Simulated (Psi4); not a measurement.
**GeF2 (SMILES [F][Ge][F]) at SCAN/cc-pVDZ (sweep point 5)**

What is the vertical electron affinity of GeF2 at SCAN/cc-pVDZ (sweep point 5)? 

The calculation is run with Psi4 1.11.

## 1. The molecule

GeF2: 3 atoms, total charge 0, spin state singlet. As SMILES, `[F][Ge][F]`. The shape is that of a PBE0-D4/def2-TZVP optimisation.

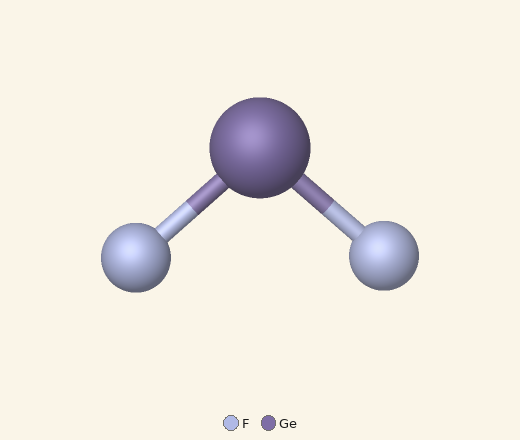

Viewed from a chosen angle; fluorine light blue, germanium purple.

## 2. The energy at SCAN/cc-pVDZ (sweep point 5)

File f2ge.py:

```python
import psi4

psi4.set_memory(1600000000)
psi4.set_num_threads(1)
psi4.core.set_output_file('psi4.out', False)

mol = psi4.geometry("""
0 1
F     -0.675900    -1.101800    -0.497500
Ge     0.637500    -0.295200     0.320200
F      0.027600     1.332100     0.164100
symmetry c1
""")

options = {'reference': 'rks', 'puream': True, 'scf_type': 'pk', 'dft_radial_points': 99, 'dft_spherical_points': 590}
psi4.set_options(options)

e_tot = psi4.energy('scan/cc-pVDZ')
print(f'scan/cc-pVDZ energy: {e_tot:.10f} Eh')
for k, v in sorted(psi4.core.scalar_variables().items()):
    print(f'{k:45s} {v:18.10f}')
```

Run with:

```
$ python f2ge.py
```

psi4.out, shortened:

```text
[...]
  Running in c1 symmetry.
[...]
  Nuclear repulsion =  191.062717603408373
[...]
  Multiplicity = 1
[...]
  Nalpha       = 25
  Nbeta        = 25
[...]
    Number of basis functions: 55
[...]
   @RKS iter   1: -2276.45579313742337   -3.38717e+00   1.70700e-02 DIIS/ADIIS
[...]
   @RKS iter   7: -2276.83882743725053   -1.51653e-07   6.72292e-07 DIIS
[...]
    Orbital Energies [Eh]
    ---------------------
    Doubly Occupied:
       1A   -398.361999     2A    -49.720209     3A    -44.202339
       4A    -44.200373     5A    -44.199390     6A    -24.482094
       7A    -24.482064     8A     -6.239147     9A     -4.390501
      10A     -4.385819    11A     -4.381886    12A     -1.210718
      13A     -1.204412    14A     -1.193872    15A     -1.190811
      16A     -1.187313    17A     -1.117715    18A     -1.088193
      19A     -0.510128    20A     -0.409323    21A     -0.382024
      22A     -0.379988    23A     -0.354810    24A     -0.341240
      25A     -0.285533
[...]
  @RKS Final Energy: -2276.83882743725053
   => Energetics <=
    Nuclear Repulsion Energy =            191.0627176034083732
    One-Electron Energy =               -3553.8276132089040402
    Two-Electron Energy =                1186.0362950931923933
    DFT Exchange-Correlation Energy =    -100.1102269249474688
    Empirical Dispersion Energy =           0.0000000000000000
    VV10 Nonlocal Energy =                  0.0000000000000000
    Total Energy =                      -2276.8388274372505293
[...]
 Multipole Moments:
 ------------------------------------------------------------------------------------
     Multipole            Electronic (a.u.)      Nuclear  (a.u.)        Total (a.u.)
 ------------------------------------------------------------------------------------
 L = 1.  Multiply by 2.5417464519 to convert [e a0] to [Debye]
 Dipole X            :          2.8926102           -2.0857990            0.8068112
 Dipole Y            :         -1.1072412            0.7983941           -0.3088471
 Dipole Z            :          0.0000000            0.0000000            0.0000000
 Magnitude           :                                                    0.8639044
[...]
```

The script printed:

```text
scan/cc-pVDZ energy: -2276.8388274373 Eh
CURRENT ENERGY                                  -2276.8388274373
CURRENT REFERENCE ENERGY                        -2276.8388274373
DD SOLVATION ENERGY                                 0.0000000000
DFT FUNCTIONAL TOTAL ENERGY                     -2276.8388274373
DFT TOTAL ENERGY                                -2276.8388274373
DFT VV10 ENERGY                                     0.0000000000
DFT XC ENERGY                                    -100.1102269249
GRID ELECTRONS ALPHA                               25.0000004554
GRID ELECTRONS BETA                                25.0000004554
GRID ELECTRONS TOTAL                               50.0000009109
NUCLEAR REPULSION ENERGY                          191.0627176034
ONE-ELECTRON ENERGY                             -3553.8276132089
PCM POLARIZATION ENERGY                             0.0000000000
PE ENERGY                                           0.0000000000
SCF ITERATION ENERGY                            -2276.8388274373
SCF ITERATIONS                                      7.0000000000
SCF TOTAL ENERGY                                -2276.8388274373
TWO-ELECTRON ENERGY                              1186.0362950932
XC GRID RADIAL POINTS                              99.0000000000
XC GRID SPHERICAL POINTS                          590.0000000000
XC GRID TOTAL POINTS                           167406.0000000000
```

It took 7.8 s on 1 thread of Intel Xeon 6975P-C (Granite Rapids), shared host; peak memory 1 GiB.

## 3. The doublet anion at the same level

File f2ge.py:

```python
import psi4

psi4.set_memory(1600000000)
psi4.set_num_threads(1)
psi4.core.set_output_file('run.log', False)

mol = psi4.geometry("""
-1 2
F     -0.675900    -1.101800    -0.497500
Ge     0.637500    -0.295200     0.320200
F      0.027600     1.332100     0.164100
symmetry c1
""")

psi4.set_options({
    'basis': 'cc-pVDZ',
    'reference': 'uks',
    'puream': True,
    'scf_type': 'pk',
    'dft_radial_points': 99,
    'dft_spherical_points': 590,
    'maxiter': 150,
})

e_tot = psi4.energy("SCAN", molecule=mol)
print(f'SCAN energy: {e_tot:.10f} Eh')
```

Run with:

```
$ python f2ge.py
```

run.log, shortened:

```text
[...]
  Running in c1 symmetry.
[...]
  Nuclear repulsion =  191.062717603408373
[...]
  Multiplicity = 2
[...]
  Nalpha       = 26
  Nbeta        = 25
[...]
    Number of basis functions: 55
[...]
   @UKS iter   1: -2276.27425105068141   -3.20563e+00   1.85404e-02 DIIS/ADIIS
[...]
   @UKS iter   8: -2276.84201000540679   -3.17750e-08   8.34797e-07 DIIS
[...]
   @S^2 Observed:                7.554927084E-01
[...]
    Orbital Energies [Eh]
    ---------------------
    Alpha Occupied:
       1A   -398.053427     2A    -49.412444     3A    -43.893765
       4A    -43.893040     5A    -43.892905     6A    -24.215919
       7A    -24.215907     8A     -5.931647     9A     -4.081614
      10A     -4.077938    11A     -4.076554    12A     -0.918901
      13A     -0.904474    14A     -0.885375    15A     -0.884985
      16A     -0.882617    17A     -0.848969    18A     -0.820972
      19A     -0.248301    20A     -0.153291    21A     -0.130931
      22A     -0.126821    23A     -0.102793    24A     -0.090376
      25A     -0.026169    26A      0.113639
    Alpha Virtual:
[...]
  @UKS Final Energy: -2276.84201000540679
   => Energetics <=
    Nuclear Repulsion Energy =            191.0627176034083732
    One-Electron Energy =               -3568.0943133753671646
    Two-Electron Energy =                1200.6151716885713086
    DFT Exchange-Correlation Energy =    -100.4255859220199767
    Empirical Dispersion Energy =           0.0000000000000000
    VV10 Nonlocal Energy =                  0.0000000000000000
    Total Energy =                      -2276.8420100054067916
[...]
 Multipole Moments:
 ------------------------------------------------------------------------------------
     Multipole            Electronic (a.u.)      Nuclear  (a.u.)        Total (a.u.)
 ------------------------------------------------------------------------------------
 L = 1.  Multiply by 2.5417464519 to convert [e a0] to [Debye]
 Dipole X            :          2.2622453           -2.0857990            0.1764463
 Dipole Y            :         -0.8660295            0.7983941           -0.0676354
 Dipole Z            :          0.0000000            0.0000000            0.0000000
 Magnitude           :                                                    0.1889652
[...]
```

The script printed:

```text
SCAN energy: -2276.8420100054 Eh
```

Wall time 9.6 s (1 thread of Intel Xeon 6975P-C (Granite Rapids), shared host); peak memory 1 GiB.

## 4. Outcome

Level: SCAN/cc-pVDZ (sweep point 5).

```
                                         quantity           value
                       singlet GeF2: total energy  -2276.83883 Eh
                      singlet GeF2: dipole moment          2.20 D
                        singlet GeF2: HOMO energy        -7.77 eV
                        singlet GeF2: LUMO energy        -3.16 eV
                      singlet GeF2: HOMO–LUMO gap         4.61 eV
                      doublet anion: total energy  -2276.84201 Eh
doublet anion: HOMO energy (highest over α and β)         3.09 eV
 doublet anion: LUMO energy (lowest over α and β)         4.87 eV
                              doublet anion: ⟨S²⟩           0.755
vertical electron affinity (to the doublet anion)        0.087 eV
```

**Reading.** At fixed nuclei the extra electron is bound by 0.09 eV (8.4 kJ/mol). The basis has no diffuse functions, so the error can be as large as this value. The HOMO (doublet anion) lies at positive energy, 3.09 eV, as semi-local functionals often give for anions; only total energies tell whether the electron is bound.
